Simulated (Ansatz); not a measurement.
C2H7BFN: nudged elastic band (part 2 of 2)

Continued. System: C2H7BFN, SMILES BCC(N)F. Method: RKS B3LYP-D4/6-31G* (Ansatz 0.2.0). It belongs to a series of runs on one base structure; here: band between the two ends.

Geometry of the input (Å):
```
B  -0.4144  1.7530  0.7110
C  -0.6355  0.3060  0.1577
C  0.6279  -0.4446  -0.2318
N  0.3257  -1.6806  -0.9043
F  1.3457  0.3571  -1.1306
H  -1.3436  2.5027  0.7974
H  0.6536  2.1124  1.1125
H  -1.1684  -0.2391  0.9596
H  -1.3294  0.3032  -0.6950
H  1.2956  -0.5538  0.6390
H  1.1397  -2.2892  -0.9509
H  -0.4199  -2.1824  -0.4303
```

**Log, continued**
```
NEB iter  36: max|band force component| = 5.061e-2 eV/Å  barrier→ = 0.0910 eV  barrier← = 0.3050 eV  CI = image 3  Δτ_max = 0.0347 Å  (127 SCF iters)
the calculation of the forces begins
reference -7070.68704893 eV, -259.8429563643 hartree; 20, 20 occupied and 69, 69 virtual orbitals, 1030 factors
1030 factors; integrals over basis functions are off by at most 3.9e-4 eV
mean field -7070.45448225 eV, -259.8344096966 hartree, gradient 1.4e-5 eV, S^2 0.000000; 1 other end points of the search recorded, 0 dependent functions left out
the calculation of the forces begins
reference -7070.45469114 eV, -259.8344173731 hartree; 20, 20 occupied and 69, 69 virtual orbitals, 1030 factors
NEB iter  37: max|band force component| = 1.866e-2 eV/Å  barrier→ = 0.0909 eV  barrier← = 0.3050 eV  CI = image 3  Δτ_max = 0.0000 Å  (241 SCF iters)
```

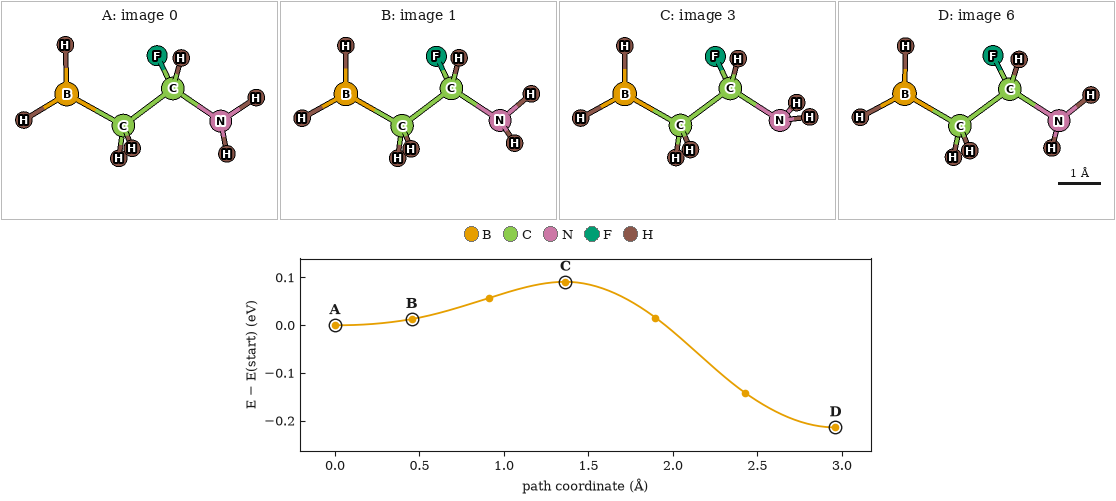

Images of the last band (counted from 0; ball-and-stick, seen at a tilt) above the energy along the path; the line is a cubic interpolation that uses the forces. The highest image is number 3, 0.091 eV above the start and 0.305 eV above the end (the climbing image); the end lies 0.214 eV below the start. The path is 2.96 Å long. The band converged in 37 iterations.

```
Total energy: -7070.75765438 eV, -259.8455510666 hartree
Atom 0 at    -0.393890     1.790708     0.705262 Å, force     0.000475     0.002921    -0.001029 eV/Å
Atom 1 at    -0.689925     0.359843     0.149615 Å, force    -0.001755    -0.000828     0.000320 eV/Å
Atom 2 at     0.531918    -0.489265    -0.162954 Å, force    -0.001214    -0.001711     0.001672 eV/Å
Atom 3 at     0.191995    -1.780182    -0.753295 Å, force     0.000391    -0.000220    -0.000347 eV/Å
Atom 4 at     1.293599     0.208871    -1.108093 Å, force    -0.000303     0.000899    -0.000073 eV/Å
Atom 5 at    -1.236485     2.640046     0.673167 Å, force     0.000499     0.000547    -0.000455 eV/Å
Atom 6 at     0.652772     2.045827     1.228606 Å, force    -0.000102    -0.000853     0.000675 eV/Å
Atom 7 at    -1.281398    -0.148323     0.934395 Å, force     0.000600    -0.001239    -0.000632 eV/Å
Atom 8 at    -1.351754     0.364391    -0.726602 Å, force     0.000536     0.000352     0.000806 eV/Å
Atom 9 at     1.163637    -0.589709     0.733603 Å, force     0.000331     0.000375    -0.000395 eV/Å
Atom 10 at     0.813159    -1.926512    -1.546422 Å, force     0.000016    -0.000335    -0.000255 eV/Å
Atom 11 at     0.383173    -2.530995    -0.093082 Å, force     0.000526     0.000092    -0.000286 eV/Å
Dipole moment:     0.053749    -0.325503     0.236813 e Å
this run last wrote the band of iteration 37 to [file]
```

**The last band as extended XYZ (Å, eV, eV/Å)**
```
12
Properties=species:S:1:pos:R:3:forces:R:3 image=0 energy=-7070.84839
B    -0.4144    1.7530    0.7110    0.0076   0.0013  -0.0107
C    -0.6355    0.3060    0.1577    0.0009  -0.0070   0.0056
C     0.6279   -0.4446   -0.2318    0.0062   0.0000  -0.0037
N     0.3257   -1.6806   -0.9043   -0.0031  -0.0070   0.0097
F     1.3457    0.3571   -1.1306   -0.0029  -0.0045   0.0038
H    -1.3436    2.5027    0.7974    0.0032  -0.0026   0.0039
H     0.6536    2.1124    1.1125   -0.0107  -0.0024   0.0011
H    -1.1684   -0.2391    0.9596    0.0030   0.0022   0.0000
H    -1.3294    0.3032   -0.6950   -0.0020   0.0034  -0.0020
H     1.2956   -0.5538    0.6390   -0.0043   0.0009  -0.0014
H     1.1397   -2.2892   -0.9509   -0.0059   0.0082  -0.0007
H    -0.4199   -2.1824   -0.4303    0.0080   0.0076  -0.0056
12
Properties=species:S:1:pos:R:3:forces:R:3 image=1 energy=-7070.83551
B    -0.4033    1.7595    0.7161    0.0038   0.0012   0.0003
C    -0.6671    0.3242    0.1517   -0.0010  -0.0089   0.0041
C     0.5846   -0.4517   -0.2254    0.0066   0.0093  -0.0019
N     0.2721   -1.7007   -0.8841    0.0019   0.0043  -0.0149
F     1.3021    0.3100   -1.1519    0.0004   0.0084  -0.0044
H    -1.2793    2.5746    0.7277   -0.0062  -0.0071   0.0047
H     0.6515    2.0463    1.2034   -0.0013   0.0029  -0.0035
H    -1.2119   -0.2080    0.9548    0.0101  -0.0061   0.0016
H    -1.3543    0.3272   -0.7047   -0.0013  -0.0051   0.0043
H     1.2519   -0.5494    0.6488    0.0080   0.0033  -0.0081
H     1.1371   -2.1611   -1.1636    0.0172  -0.0196   0.0308
H    -0.2067   -2.3262   -0.2385   -0.0381   0.0173  -0.0131
12
Properties=species:S:1:pos:R:3:forces:R:3 image=2 energy=-7070.79163
B    -0.3952    1.7762    0.7141   -0.0005  -0.0064   0.0023
C    -0.6847    0.3420    0.1600   -0.0009  -0.0070   0.0059
C     0.5493   -0.4696   -0.1997    0.0067   0.0071  -0.0128
N     0.2194   -1.7380   -0.8321    0.0054   0.0102  -0.0169
F     1.2710    0.2565   -1.1498   -0.0059   0.0154  -0.0147
H    -1.2475    2.6161    0.6954   -0.0029  -0.0061   0.0063
H     0.6573    2.0423    1.2192    0.0014  -0.0001  -0.0029
H    -1.2491   -0.1777    0.9571    0.0099  -0.0086   0.0077
H    -1.3629    0.3469   -0.7033   -0.0047  -0.0064   0.0081
H     1.2138   -0.5659    0.6765    0.0133   0.0069  -0.0163
H     1.0249   -2.0303   -1.3833    0.0536  -0.0245   0.0409
H     0.0805   -2.4539   -0.1198   -0.0753   0.0195  -0.0077
12
Properties=species:S:1:pos:R:3:forces:R:3 image=3 energy=-7070.75745
B    -0.3939    1.7907    0.7053    0.0005   0.0029  -0.0010
C    -0.6899    0.3598    0.1496   -0.0018  -0.0008   0.0003
C     0.5319   -0.4893   -0.1630   -0.0012  -0.0017   0.0017
N     0.1920   -1.7802   -0.7533    0.0004  -0.0002  -0.0003
F     1.2936    0.2089   -1.1081   -0.0003   0.0009  -0.0001
H    -1.2365    2.6400    0.6732    0.0005   0.0005  -0.0005
H     0.6528    2.0458    1.2286   -0.0001  -0.0009   0.0007
H    -1.2814   -0.1483    0.9344    0.0006  -0.0012  -0.0006
H    -1.3518    0.3644   -0.7266    0.0005   0.0004   0.0008
H     1.1636   -0.5897    0.7336    0.0003   0.0004  -0.0004
H     0.8132   -1.9265   -1.5464    0.0000  -0.0003  -0.0003
H     0.3832   -2.5310   -0.0931    0.0005   0.0001  -0.0003
12
Properties=species:S:1:pos:R:3:forces:R:3 image=4 energy=-7070.83249
B    -0.3987    1.7967    0.6869    0.0041   0.0051  -0.0095
C    -0.6868    0.3599    0.1451   -0.0011   0.0046   0.0036
C     0.5337   -0.5026   -0.1354   -0.0021  -0.0073   0.0171
N     0.2030   -1.8196   -0.6394    0.0011  -0.0248   0.0532
F     1.3175    0.1830   -1.0862    0.0359  -0.0211   0.0413
H    -1.2559    2.6318    0.6793    0.0006   0.0078  -0.0174
H     0.6546    2.0655    1.1901   -0.0058   0.0006   0.0018
H    -1.2698   -0.1355    0.9451   -0.0129   0.0133  -0.0260
H    -1.3624    0.3482   -0.7207    0.0133   0.0070  -0.0257
H     1.1456   -0.5888    0.7714   -0.0293  -0.0122   0.0404
H     0.4462   -1.8566   -1.6267   -0.1732   0.0359  -0.0344
H     0.7500   -2.5374   -0.1753    0.1693  -0.0090  -0.0443
12
Properties=species:S:1:pos:R:3:forces:R:3 image=5 energy=-7070.99049
B    -0.3998    1.7905    0.6689   -0.0005  -0.0044  -0.0122
C    -0.6782    0.3398    0.1563   -0.0008  -0.0023  -0.0039
C     0.5522   -0.5141   -0.1059    0.0090  -0.0096   0.0239
N     0.2463   -1.8410   -0.5451    0.0203  -0.0108   0.0464
F     1.3367    0.1795   -1.0654    0.0384  -0.0082   0.0382
H    -1.2717    2.6108    0.6680    0.0018  -0.0020  -0.0259
H     0.6582    2.0831    1.1469   -0.0060  -0.0013   0.0022
H    -1.2607   -0.1418    0.9638   -0.0192   0.0045  -0.0207
H    -1.3546    0.3213   -0.7103    0.0239   0.0019  -0.0247
H     1.1653   -0.5804    0.7992   -0.0126  -0.0093   0.0382
H     0.0508   -1.8358   -1.5446   -0.1750   0.0130   0.0413
H     1.0323   -2.4672   -0.3977    0.1207   0.0286  -0.1028
12
Properties=species:S:1:pos:R:3:forces:R:3 image=6 energy=-7071.06242
B    -0.4046    1.7759    0.6573    0.0018   0.0068   0.0051
C    -0.6589    0.3072    0.1832   -0.0070  -0.0054   0.0028
C     0.5900   -0.5184   -0.0733   -0.0026  -0.0101   0.0035
N     0.2983   -1.8460   -0.4940    0.0021   0.0069  -0.0036
F     1.3488    0.1953   -1.0473    0.0020   0.0035  -0.0023
H    -1.2687    2.5990    0.5621    0.0056  -0.0028  -0.0014
H     0.6238    2.0823    1.1874   -0.0061  -0.0011  -0.0051
H    -1.2479   -0.1705    0.9873    0.0038   0.0018  -0.0043
H    -1.3135    0.2737   -0.7004    0.0012   0.0003   0.0021
H     1.2284   -0.5629    0.8156   -0.0002  -0.0005  -0.0002
H    -0.2727   -1.8365   -1.3373    0.0010   0.0000   0.0025
H     1.1539   -2.3545   -0.7062   -0.0016   0.0007   0.0008
```
